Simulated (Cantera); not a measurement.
Feed: 1 mol C₂F₆, 0.057 mol Si, at 1.33 mbar.

Equilibrium computed with Cantera from the NASA thermochemical tables; the gas is ideal and each condensed phase is pure. Candidate condensed phases: C, Si, SiC; 23 gas species. The feed counts by its element totals alone. Gases not in the tables: C₂F₆ and larger saturated fluorocarbons. Kinetics and transport are ignored.

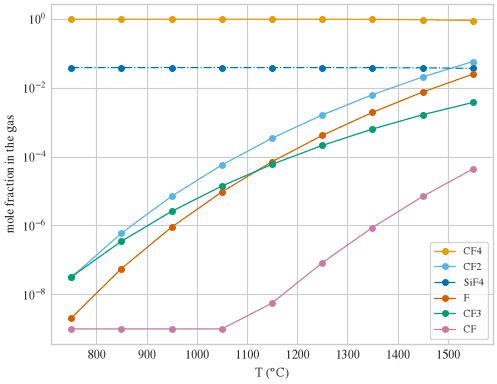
Equilibrium gas composition (values under 1e-9 drawn at 1e-9)

From 750 °C to 1550 °C the condensed part is C(graphite). The main Si-bearing gas is SiF₄ throughout.
